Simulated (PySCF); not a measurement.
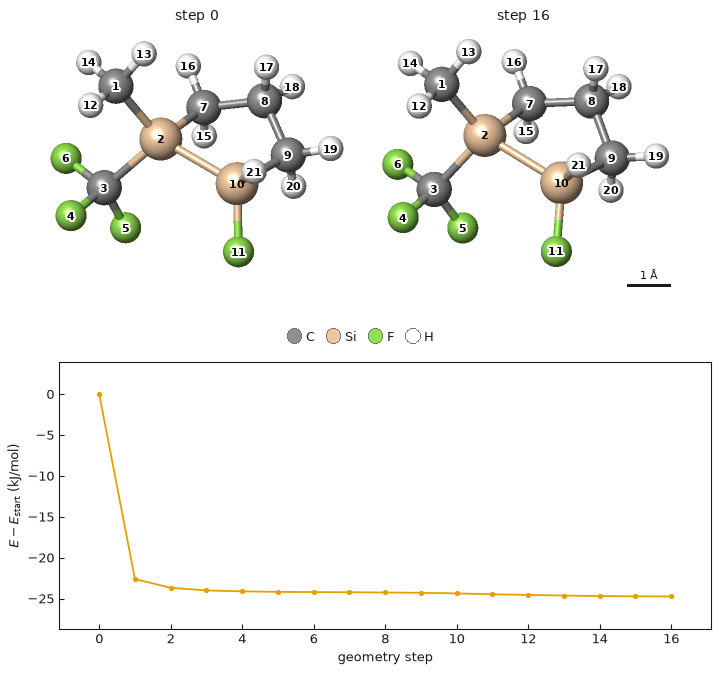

First and last geometry of a relaxation of C₅H₁₀F₄Si₂, with the history of the run. A ball-and-stick model, seen face on.

The start comes from GFN2-xTB. Its atoms were then displaced at random by about 0.01 Å.

Level of theory: PySCF 2.14.0, density-fitted response routines, PBE0-D3(BJ)/def2-SVP geometry optimisation, gas phase. 

Question: Read the history and describe the run.

Answer: It converged. The energy falls by 24.7 kJ/mol in 16 geometry steps. The largest move after the best rigid fit is that of F5, 0.28 Å. Largest moves by element: F 0.28 Å, H 0.23 Å, C 0.10 Å, Si 0.10 Å. Near-neighbour distances that change, for instance: C1–H13 1.145 → 1.101 Å, Si2–Si10 2.303 → 2.341 Å, C3–F4 1.373 → 1.342 Å, C9–Si10 1.916 → 1.888 Å. Bond angles that change, for instance: C3–Si2–Si10 116.3° → 109.7°, C1–Si2–C3 102.2° → 108.3°, F11–Si10–H21 102.1° → 106.7°. The run took 3.4 min on 2 threads of AMD EPYC 9R14 (shared host).

```json
{"step": "0", "E − E(0), kJ/mol": "0.00"}
{"step": "1", "E − E(0), kJ/mol": "-22.62"}
{"step": "2", "E − E(0), kJ/mol": "-23.69"}
{"step": "3", "E − E(0), kJ/mol": "-24.01"}
{"step": "4", "E − E(0), kJ/mol": "-24.12"}
{"step": "5", "E − E(0), kJ/mol": "-24.18"}
{"step": "6", "E − E(0), kJ/mol": "-24.21"}
{"step": "7", "E − E(0), kJ/mol": "-24.23"}
{"step": "8", "E − E(0), kJ/mol": "-24.26"}
{"step": "9", "E − E(0), kJ/mol": "-24.30"}
{"step": "10", "E − E(0), kJ/mol": "-24.37"}
{"step": "11", "E − E(0), kJ/mol": "-24.48"}
{"step": "12", "E − E(0), kJ/mol": "-24.56"}
{"step": "13", "E − E(0), kJ/mol": "-24.63"}
{"step": "14", "E − E(0), kJ/mol": "-24.69"}
{"step": "15", "E − E(0), kJ/mol": "-24.73"}
{"step": "16", "E − E(0), kJ/mol": "-24.75"}
```
